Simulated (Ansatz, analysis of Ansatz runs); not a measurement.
# Al-H pair in alpha-quartz: local vibrational mode against experiment

Aim: the local vibrational mode of the Al-H pair in alpha-quartz, to be set beside the measurement. Set-up: PBE, 72-site cell, PBE lattice, 420 eV, k: the single point 1/4 1/4 1/4. The model is a cell of 72 host atoms with Al put on another atom's site and H put in between. The frequencies come from force constants among the defect atom and its neighbours, with the masses of the isotopes named. A local or semilocal functional is the cheapest first rung.

Measured beforehand: O-H stretch, 1H: 3378 cm⁻¹ at 300 K, by diffuse reflectance FTIR (“Structural evolution of water and hydroxyl groups during thermal, mechanical and chemical treatment of high purity natural quartz”, 2020, pmc:9055915). O-H stretch, 1H: 3313 cm⁻¹ at 300 K, by diffuse reflectance FTIR (“Structural evolution of water and hydroxyl groups during thermal, mechanical and chemical treatment of high purity natural quartz”, 2020, pmc:9055915). The runs below try to reproduce this.

Program: Ansatz 0.2.0. Level of theory: plane-wave PAW DFT, PBE; relaxation of all atoms of a defect supercell. Results are calculated unless marked as measured.

## (1) Starting point

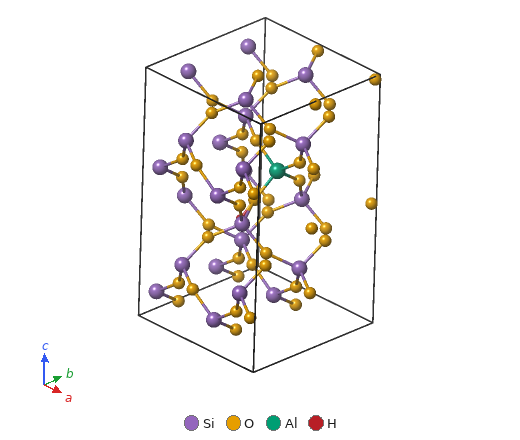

Start, viewed slightly off an axis; silicon purple, oxygen orange, aluminium teal, hydrogen red. Bonds to atoms that aren't drawn are left out. H lies hidden behind other atoms in this view.

The cell holds 73 atoms: 23 Si, 48 O, 1 Al and 1 H. Its edges and angles: a = 10.037 Å, b = 10.037 Å, c = 11.018 Å, α = 90.0°, β = 90.0°, γ = 120.0°. It derives from SiO2 (space group P3_221). Nearest the centre at fractional (0.218, 0.159, 0.413): O4 at 0.33 Å, Al12 at 1.31 Å, H73 at 1.33 Å, Si1 at 1.92 Å, O9 at 2.36 Å, O16 at 2.42 Å, O15 at 2.44 Å, O27 at 2.85 Å.

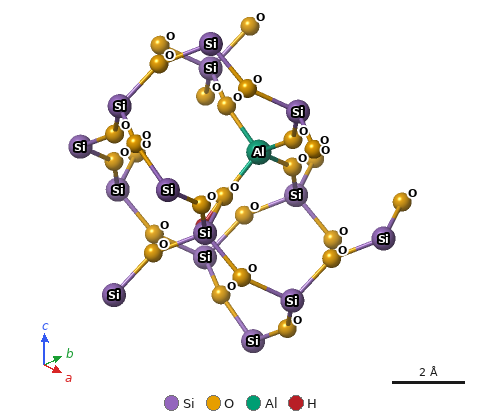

The atoms within 5 Å of the centre. H lies hidden behind other atoms in this view.

The host's primitive cell comes from a first run (plane-wave PAW DFT, PBE; relaxation of the host's cell and atoms): vectors of 5.018, 5.018 and 5.509 Å. That is 13.35 Å³ an atom, 6.1 % over the diffraction cell's volume. The supercell is built on it.

## (2) Relaxation, charge 0

Every later number rests on the structure around the defect, so the atoms are relaxed at the host's lattice first.

File relax/input.yaml:

```yaml
relax:
  f_tol: 0.01
  max_steps: 80
  random_displacement: { amplitude: 0.02, seed: 802 }
crystal:
  lattice:
    - [10.03667689, 0.0, 0.0]
    - [-5.01833844, 8.69201715, 0.0]
    - [0.0, 0.0, 11.01794812]
  atoms:
    - { symbol: Si, position: [0.238184546, 0.0, 0.333333333] }
    - { symbol: Si, position: [0.0, 0.238184546, 0.166666667] }
    - { symbol: Si, position: [0.261815454, 0.261815454, 0.0] }
    - { symbol: O, position: [0.20720344, 0.128060002, 0.397141942] }
    - { symbol: O, position: [0.371939998, 0.079143438, 0.230475275] }
    - { symbol: O, position: [0.420856562, 0.29279656, 0.063808608] }
    - { symbol: O, position: [0.128060002, 0.20720344, 0.102858058] }
    - { symbol: O, position: [0.079143438, 0.371939998, 0.269524725] }
    - { symbol: O, position: [0.29279656, 0.420856562, 0.436191392] }
    - { symbol: Si, position: [0.238184546, 0.0, 0.833333333] }
    - { symbol: Si, position: [0.0, 0.238184546, 0.666666667] }
    - { symbol: Al, position: [0.261815454, 0.261815454, 0.5] }
    - { symbol: O, position: [0.20720344, 0.128060002, 0.897141942] }
    - { symbol: O, position: [0.371939998, 0.079143438, 0.730475275] }
    - { symbol: O, position: [0.420856562, 0.29279656, 0.563808608] }
    - { symbol: O, position: [0.128060002, 0.20720344, 0.602858058] }
    - { symbol: O, position: [0.079143438, 0.371939998, 0.769524725] }
    - { symbol: O, position: [0.29279656, 0.420856562, 0.936191392] }
    - { symbol: Si, position: [0.238184546, 0.5, 0.333333333] }
    - { symbol: Si, position: [0.0, 0.738184546, 0.166666667] }
    - { symbol: Si, position: [0.261815454, 0.761815454, 0.0] }
    - { symbol: O, position: [0.20720344, 0.628060002, 0.397141942] }
    - { symbol: O, position: [0.371939998, 0.579143438, 0.230475275] }
    - { symbol: O, position: [0.420856562, 0.79279656, 0.063808608] }
    - { symbol: O, position: [0.128060002, 0.70720344, 0.102858058] }
    - { symbol: O, position: [0.079143438, 0.871939998, 0.269524725] }
    - { symbol: O, position: [0.29279656, 0.920856562, 0.436191392] }
    - { symbol: Si, position: [0.238184546, 0.5, 0.833333333] }
    - { symbol: Si, position: [0.0, 0.738184546, 0.666666667] }
    - { symbol: Si, position: [0.261815454, 0.761815454, 0.5] }
    - { symbol: O, position: [0.20720344, 0.628060002, 0.897141942] }
    - { symbol: O, position: [0.371939998, 0.579143438, 0.730475275] }
    - { symbol: O, position: [0.420856562, 0.79279656, 0.563808608] }
    - { symbol: O, position: [0.128060002, 0.70720344, 0.602858058] }
    - { symbol: O, position: [0.079143438, 0.871939998, 0.769524725] }
    - { symbol: O, position: [0.29279656, 0.920856562, 0.936191392] }
    - { symbol: Si, position: [0.738184546, 0.0, 0.333333333] }
    - { symbol: Si, position: [0.5, 0.238184546, 0.166666667] }
    - { symbol: Si, position: [0.761815454, 0.261815454, 0.0] }
    - { symbol: O, position: [0.70720344, 0.128060002, 0.397141942] }
    - { symbol: O, position: [0.871939998, 0.079143438, 0.230475275] }
    - { symbol: O, position: [0.920856562, 0.29279656, 0.063808608] }
    - { symbol: O, position: [0.628060002, 0.20720344, 0.102858058] }
    - { symbol: O, position: [0.579143438, 0.371939998, 0.269524725] }
    - { symbol: O, position: [0.79279656, 0.420856562, 0.436191392] }
    - { symbol: Si, position: [0.738184546, 0.0, 0.833333333] }
    - { symbol: Si, position: [0.5, 0.238184546, 0.666666667] }
    - { symbol: Si, position: [0.761815454, 0.261815454, 0.5] }
    - { symbol: O, position: [0.70720344, 0.128060002, 0.897141942] }
    - { symbol: O, position: [0.871939998, 0.079143438, 0.730475275] }
    - { symbol: O, position: [0.920856562, 0.29279656, 0.563808608] }
    - { symbol: O, position: [0.628060002, 0.20720344, 0.602858058] }
    - { symbol: O, position: [0.579143438, 0.371939998, 0.769524725] }
    - { symbol: O, position: [0.79279656, 0.420856562, 0.936191392] }
    - { symbol: Si, position: [0.738184546, 0.5, 0.333333333] }
    - { symbol: Si, position: [0.5, 0.738184546, 0.166666667] }
    - { symbol: Si, position: [0.761815454, 0.761815454, 0.0] }
    - { symbol: O, position: [0.70720344, 0.628060002, 0.397141942] }
    - { symbol: O, position: [0.871939998, 0.579143438, 0.230475275] }
    - { symbol: O, position: [0.920856562, 0.79279656, 0.063808608] }
    - { symbol: O, position: [0.628060002, 0.70720344, 0.102858058] }
    - { symbol: O, position: [0.579143438, 0.871939998, 0.269524725] }
    - { symbol: O, position: [0.79279656, 0.920856562, 0.436191392] }
    - { symbol: Si, position: [0.738184546, 0.5, 0.833333333] }
    - { symbol: Si, position: [0.5, 0.738184546, 0.666666667] }
    - { symbol: Si, position: [0.761815454, 0.761815454, 0.5] }
    - { symbol: O, position: [0.70720344, 0.628060002, 0.897141942] }
    - { symbol: O, position: [0.871939998, 0.579143438, 0.730475275] }
    - { symbol: O, position: [0.920856562, 0.79279656, 0.563808608] }
    - { symbol: O, position: [0.628060002, 0.70720344, 0.602858058] }
    - { symbol: O, position: [0.579143438, 0.871939998, 0.769524725] }
    - { symbol: O, position: [0.79279656, 0.920856562, 0.936191392] }
    - { symbol: H, position: [0.170942, 0.053162, 0.326978] }
basis:
  ecutwfc: 420
  xc_grid: 2
hamiltonian:
  xc: pbe
kpoints:
  mp_grid: { grid: [1, 1, 1], shift: [0.25, 0.25, 0.25] }
scf:
  occupations: { method: fermi_dirac, width: 0.01 }
  max_iter: 120
output:
  forces: true
checkpoint:
  write: "../relax.run"
  compress: false
  write_wavefunctions: true
  write_every: 100000
```

Run with:

```
ansatz run input.yaml --threads 2 --pin off --max-ram 3768MiB --backend cpu --events-out ev --progress --plain --runs-dir out
```

Numbers of over 12 decimals in the logs are rounded to 6 here.

Log:

```text
[... repeated set-up lines and file paths are left out, and long positions are rounded to six places ...]
Engine: ansatz 0.2.0, x86_64-unknown-linux-gnu
Pseudopotentials: kind: paw
Pseudopotential: Si, paw, valence charge 4, recommended cutoff 420 eV (normal), Si.paw.azcp
Pseudopotential: O, paw, valence charge 6, recommended cutoff 420 eV (normal), O.paw.azcp
Pseudopotential: Al, paw, valence charge 3, recommended cutoff 420 eV (normal), Al.paw.azcp
Pseudopotential: H, paw, valence charge 1, recommended cutoff 420 eV (normal), H.paw.azcp
Functional definition: PBE
  parameter kappa = 0.804
  parameter beta = 0.066725
  exchange = pbe_x(kappa = kappa, mu = beta*pi^2/3)
  correlation = pbe_c(beta = beta)
Crystal: 73 atoms, lattice volume = 961.194 Å³
Basis set: ecut = 420 eV, 18781 PW (Γ), exchange–correlation on 144×144×150 points (8 copies of the dense FFT grid, shifted against one another)
Bands: 265, of which v1, the nominal top of the filled ones, is band 192 counted from 1 (191 counted from 0)
Symmetry: 1 space group operations
k-points: 1
Non-local potential: Si, projectors of the file, l = 0: 2, l = 1: 2, l = 2: 2
Non-local potential: O, projectors of the file, l = 0: 2, l = 1: 2, l = 2: 1
Non-local potential: Al, projectors of the file, l = 0: 2, l = 1: 2, l = 2: 1
Non-local potential: H, projectors of the file, l = 0: 2, l = 1: 1
PAW form: soft (Blöchl's): semilocal exchange-correlation on the pseudo side does not see the compensation charge
PAW one-centre angular grid: Si, 110 points (default); XC on 64 Gauss nodes
PAW one-centre angular grid: O, 110 points (default); XC on 64 Gauss nodes
PAW one-centre angular grid: Al, 110 points (default); XC on 64 Gauss nodes
PAW one-centre angular grid: H, 110 points (default); XC on 64 Gauss nodes
Initial density: superposition of atomic densities (neutral atoms: chi_scale 0, normalization atom), corrected by the library's trained network
Initial wavefunctions: pseudopotential atomic-orbital guess
Functional: x = pbe(κ = 0.804, μ = 0.219515), c = pbe(β = 0.066725)
SCF iter   1: F=—  HF=-42485.346052 eV  |F-HF|=—  |Δ(HF+E_count)|=         —  Δρ=6.92e-3  dr2=5.96e-1  ethr=1.77e-3  ⟨swp⟩=6.0  Hψ=1187  notcnv=0  defer=35
preconditioner: auto → Resta (q_TF=auto, 2.341 Å⁻¹)  ε∞=3.0  [insulator: Δε(μ)=4.298 eV  Ē_g=16.600 eV  σ=0.010 eV  W_gap=1.00  n_scr=212 (ndim 8)  ℏωp=23.5 eV  f_vac=0.148  D(μ)=0.00/eV (n_scr^D=0)  ε∞_Penn≈3.0]
SCF iter   2: F=—  HF=-42485.194012 eV  |F-HF|=—  |Δ(HF+E_count)|=   1.52e-1  Δρ=3.14e-3  dr2=1.09e-1  ethr=1.55e-4  ⟨swp⟩=4.0  Hψ=508  notcnv=0  defer=68
SCF iter   3: F=—  HF=-42485.157889 eV  |F-HF|=—  |Δ(HF+E_count)|=   3.61e-2  Δρ=1.17e-3  dr2=2.02e-2  ethr=2.85e-5  ⟨swp⟩=3.0  Hψ=399  notcnv=0  defer=68
SCF iter   4: F=—  HF=-42485.151554 eV  |F-HF|=—  |Δ(HF+E_count)|=   6.33e-3  Δρ=4.45e-4  dr2=2.34e-3  ethr=5.26e-6  ⟨swp⟩=3.0  Hψ=507  notcnv=0  defer=68
SCF iter   5: F=—  HF=-42485.150208 eV  |F-HF|=—  |Δ(HF+E_count)|=   1.35e-3  Δρ=2.30e-4  dr2=4.01e-4  ethr=6.08e-7  ⟨swp⟩=2.0  Hψ=394  notcnv=0  defer=68
SCF iter   6: F=—  HF=-42485.150153 eV  |F-HF|=—  |Δ(HF+E_count)|=   5.46e-5  Δρ=6.92e-5  dr2=3.79e-5  ethr=1.05e-7  ⟨swp⟩=2.0  Hψ=390  notcnv=0  defer=68
SCF iter   7: F=—  HF=-42485.150161 eV  |F-HF|=—  |Δ(HF+E_count)|=   7.93e-6  Δρ=1.95e-5  dr2=3.52e-6  ethr=9.86e-9  ⟨swp⟩=2.0  Hψ=388  notcnv=0  defer=68
SCF iter   8: F=-42485.150163 eV  HF=-42485.150163 eV  |F-HF|=2.01e-7  |Δ(HF+E_count)|=   2.05e-6  Δρ=9.98e-6  dr2=7.51e-7  ethr=6.51e-10  ⟨swp⟩=4.0  Hψ=778  notcnv=0
SCF 1 converged in 8 iterations: F = -42485.150163 eV  dr2 = 7.51e-7
  greatest PAW one-centre occupation: 0.876 electrons in one spin orbital (limit 2), on the O atom at site 3 (counted from 0), in its partial waves of l = 0
relax step   1: F+E_penalty+E_count = -42485.15016291 eV  Δ(F+E_penalty+E_count) = +0.000e0 eV  max|allowed force component| = 2.633e1 eV/Å  Δτ_max = 0.0000 Å  (8 SCF iters, dr2 threshold 2.50e-6 eV, accepted)
[... the SCF cycles and remarks between the steps are left out from here to the last step ...]
relax step   2: F+E_penalty+E_count = -42489.86543127 eV  Δ(F+E_penalty+E_count) = -4.715e0 eV  max|allowed force component| = 1.350e1 eV/Å  Δτ_max = 0.1321 Å  (5 SCF iters, dr2 threshold 1.00e-4 eV, accepted)
relax step   3: F+E_penalty+E_count = -42493.10193953 eV  Δ(F+E_penalty+E_count) = -3.237e0 eV  max|allowed force component| = 6.149e0 eV/Å  Δτ_max = 0.1996 Å  (6 SCF iters, dr2 threshold 1.00e-4 eV, accepted)
relax step   4: F+E_penalty+E_count = -42494.29955096 eV  Δ(F+E_penalty+E_count) = -1.198e0 eV  max|allowed force component| = 2.209e0 eV/Å  Δτ_max = 0.1948 Å  (5 SCF iters, dr2 threshold 1.00e-4 eV, accepted)
relax step   5: F+E_penalty+E_count = -42494.78166066 eV  Δ(F+E_penalty+E_count) = -4.821e-1 eV  max|allowed force component| = 1.789e0 eV/Å  Δτ_max = 0.1949 Å  (5 SCF iters, dr2 threshold 1.00e-4 eV, accepted)
relax step   6: F+E_penalty+E_count = -42495.07326723 eV  Δ(F+E_penalty+E_count) = -2.916e-1 eV  max|allowed force component| = 1.118e0 eV/Å  Δτ_max = 0.2000 Å  (6 SCF iters, dr2 threshold 1.00e-4 eV, accepted)
relax step   7: F+E_penalty+E_count = -42495.24900756 eV  Δ(F+E_penalty+E_count) = -1.757e-1 eV  max|allowed force component| = 5.984e-1 eV/Å  Δτ_max = 0.2000 Å  (5 SCF iters, dr2 threshold 1.00e-4 eV, accepted)
relax step   8: F+E_penalty+E_count = -42495.33629066 eV  Δ(F+E_penalty+E_count) = -8.728e-2 eV  max|allowed force component| = 2.905e-1 eV/Å  Δτ_max = 0.2000 Å  (5 SCF iters, dr2 threshold 1.00e-4 eV, accepted)
relax step   9: F+E_penalty+E_count = -42495.36257809 eV  Δ(F+E_penalty+E_count) = -2.629e-2 eV  max|allowed force component| = 3.821e-1 eV/Å  Δτ_max = 0.2000 Å  (5 SCF iters, dr2 threshold 1.99e-5 eV, accepted)
relax step  10: F+E_penalty+E_count = -42495.37093684 eV  Δ(F+E_penalty+E_count) = -8.359e-3 eV  max|allowed force component| = 2.005e-1 eV/Å  Δτ_max = 0.1191 Å  (5 SCF iters, dr2 threshold 3.44e-5 eV, accepted)
relax step  11: F+E_penalty+E_count = -42495.37808773 eV  Δ(F+E_penalty+E_count) = -7.151e-3 eV  max|allowed force component| = 1.010e-1 eV/Å  Δτ_max = 0.0681 Å  (5 SCF iters, dr2 threshold 1.11e-5 eV, accepted)
relax step  12: F+E_penalty+E_count = -42495.38476677 eV  Δ(F+E_penalty+E_count) = -6.679e-3 eV  max|allowed force component| = 2.044e-1 eV/Å  Δτ_max = 0.0874 Å  (6 SCF iters, dr2 threshold 2.59e-6 eV, accepted)
relax step  13: F+E_penalty+E_count = -42495.38634357 eV  Δ(F+E_penalty+E_count) = -1.577e-3 eV  max|allowed force component| = 4.783e-1 eV/Å  Δτ_max = 0.1952 Å  (6 SCF iters, dr2 threshold 1.06e-5 eV, accepted)
relax step  14: F+E_penalty+E_count = -42495.39852773 eV  Δ(F+E_penalty+E_count) = -1.218e-2 eV  max|allowed force component| = 1.284e-1 eV/Å  Δτ_max = 0.0702 Å  (5 SCF iters, dr2 threshold 1.00e-4 eV, accepted)
relax step  15: F+E_penalty+E_count = -42495.40014199 eV  Δ(F+E_penalty+E_count) = -1.614e-3 eV  max|allowed force component| = 4.948e-2 eV/Å  Δτ_max = 0.0172 Å  (6 SCF iters, dr2 threshold 1.19e-6 eV, accepted)
relax step  16: F+E_penalty+E_count = -42495.40063254 eV  Δ(F+E_penalty+E_count) = -4.906e-4 eV  max|allowed force component| = 1.904e-2 eV/Å  Δτ_max = 0.0087 Å  (6 SCF iters, dr2 threshold 1.76e-7 eV, accepted)
SCF iter   1: F=—  HF=-42495.402072 eV  |F-HF|=—  |Δ(HF+E_count)|=         —  Δρ=2.72e-4  dr2=4.54e-4  ethr=1.13e-6  ⟨swp⟩=4.0  Hψ=629  notcnv=0  defer=67
SCF iter   2: F=—  HF=-42495.401981 eV  |F-HF|=—  |Δ(HF+E_count)|=   9.10e-5  Δρ=1.47e-4  dr2=1.37e-4  ethr=1.18e-7  ⟨swp⟩=1.0  Hψ=305  notcnv=0  defer=67
SCF iter   3: F=—  HF=-42495.401934 eV  |F-HF|=—  |Δ(HF+E_count)|=   4.70e-5  Δρ=3.81e-5  dr2=9.15e-6  ethr=3.55e-8  ⟨swp⟩=2.0  Hψ=390  notcnv=0  defer=67
SCF iter   4: F=—  HF=-42495.400714 eV  |F-HF|=—  |Δ(HF+E_count)|=   1.22e-3  Δρ=1.22e-5  dr2=8.48e-7  ethr=2.38e-9  ⟨swp⟩=2.0  Hψ=383  notcnv=0  defer=67
SCF iter   5: F=-42495.400715 eV  HF=-42495.400715 eV  |F-HF|=1.34e-8  |Δ(HF+E_count)|=   2.33e-7  Δρ=3.26e-6  dr2=8.99e-8  ethr=2.60e-11  ⟨swp⟩=3.0  Hψ=983  notcnv=0
SCF 17 converged in 5 iterations: F = -42495.400715 eV  dr2 = 8.99e-8
relax step  17: F+E_penalty+E_count = -42495.40071461 eV  Δ(F+E_penalty+E_count) = -8.207e-5 eV  max|allowed force component| = 9.364e-3 eV/Å  Δτ_max = 0.0036 Å  (5 SCF iters, accepted)
NSCF: frozen V_eff on 1 k-points
the band table was solved once a step of the walk had ended and its energy, with any forces and stress, was formed, with the checks that follow a solve (1274 applications of the Hamiltonian). They found nothing against the state; [...]
SCF converged after 5 iterations
Free energy (F): -42495.400715 eV
Harris-Foulkes:  -42495.400715 eV  (|F-HF|=1.34e-8)
Internal energy: -42495.400715 eV  (E = F + TS)
E sigma→0 (E₀):  -42495.400715 eV
Fermi energy:    5.316685 eV
--- Per-component energies (eV) ---
  E_band       = -1812.249723
  E_kinetic    = 9626.798283
  E_local      = -24343.433060  (includes V_loc(G=0)·N_el)
  E_nonlocal   = 2864.211375
  E_hartree    = 8774.628890
  E_xc         = -4887.996693
  E_vxc        = -5673.701358  (∫ρ·V_xc dr)
  E_paw        = -19900.885932  (= ΣΔE_a)
  E_vpaw       = -1835.504222  (= ΣTr[D̂ρ^β])
  E_aug_tail   = 0.123192  (compensation charges beyond the density's cutoff)
  E_ewald      = -14628.846770
  E_smearing   = -0.000000  (= −TS)
  E_closure    = -0.000000  (closes the sum)
  Σ components = -42495.400715   (vs F -42495.400715, Δ=0.00e0)
--- Forces (eV/Å), atoms counted from 1 ---
  atom   1  Si    -0.00165165     0.00707105     0.00097944
  atom   2  Si    -0.00020123    -0.00093046    -0.00072011
  [... 1 atom left out ...]
  atom   4  O      0.00499696     0.00012044    -0.00057106
  atom   5  O      0.00007935     0.00014572     0.00049740
  [... 3 atoms left out ...]
  atom   9  O      0.00041866     0.00069840     0.00229143
  [... 2 atoms left out ...]
  atom  12  Al     0.00210099    -0.00665927    -0.00936515
  [... 2 atoms left out ...]
  atom  15  O      0.00165149     0.00216253     0.00152093
  atom  16  O      0.00167161     0.00147878    -0.00095419
  [... 9 atoms left out ...]
  atom  26  O     -0.00105234    -0.00044663     0.00020259
  atom  27  O      0.00213028    -0.00225457     0.00149150
  [... 45 atoms left out ...]
  atom  73  H     -0.00642514    -0.00287451     0.00047435
  max |Σ_I F_I| component: 9.38e-5 eV/Å
--- Band table (eV) ---
  k-point 0: bands = ["-17.6973", "-17.0735", "-16.9407", "-16.9181", [... 257 left out ...] "13.7156", "13.7688", "13.8225", "13.8780"]
--- Relaxed structure (17 steps of the walk, 17 accepted, 0 SCFs on fresh bases) ---
  F+E_penalty+E_count = -42495.40071461 eV   max|allowed force component| = 9.364e-3 eV/Å
  atoms:
    - { symbol: Si, position: [0.229277, -0.011834, 0.330418] }
    - { symbol: Si, position: [0.000487, 0.243734, 0.162411] }
    [... 1 atom left out ...]
    - { symbol: O, position: [0.168727, 0.100768, 0.398882] }
    - { symbol: O, position: [0.363948, 0.089303, 0.235813] }
    [... 3 atoms left out ...]
    - { symbol: O, position: [0.296190, 0.428427, 0.428448] }
    [... 2 atoms left out ...]
    - { symbol: Al, position: [0.268727, 0.270685, 0.508339] }
    [... 2 atoms left out ...]
    - { symbol: O, position: [0.435432, 0.274586, 0.548594] }
    - { symbol: O, position: [0.131353, 0.206812, 0.620485] }
    [... 9 atoms left out ...]
    - { symbol: O, position: [0.074875, 0.859257, 0.264875] }
    - { symbol: O, position: [0.289960, 0.921436, 0.436565] }
    [... 45 atoms left out ...]
    - { symbol: H, position: [0.055854, 0.045461, 0.410167] }
```

Run time: 3.1 min. Hardware: 2 threads of Intel Xeon Platinum 8375C at 2.90GHz (Ice Lake), shared host; peak memory 1.7 GiB; 5.9 min of CPU time.

[end of part 1 of 2]

[Logs are printed without paths, hosts, clocks, repeated set-up lines and the standing remarks that a program may print on its own settings, such as how far it seeks lower states.]

[Hosts, paths, dates, database ids (printed as entryN), source tags and the programs' standing remarks are cut or masked in the printed files.]

[For some hosts the program warned that the k-mesh of the response run may be too coarse for force constants and the static dielectric constant; such warnings are not shown here.]
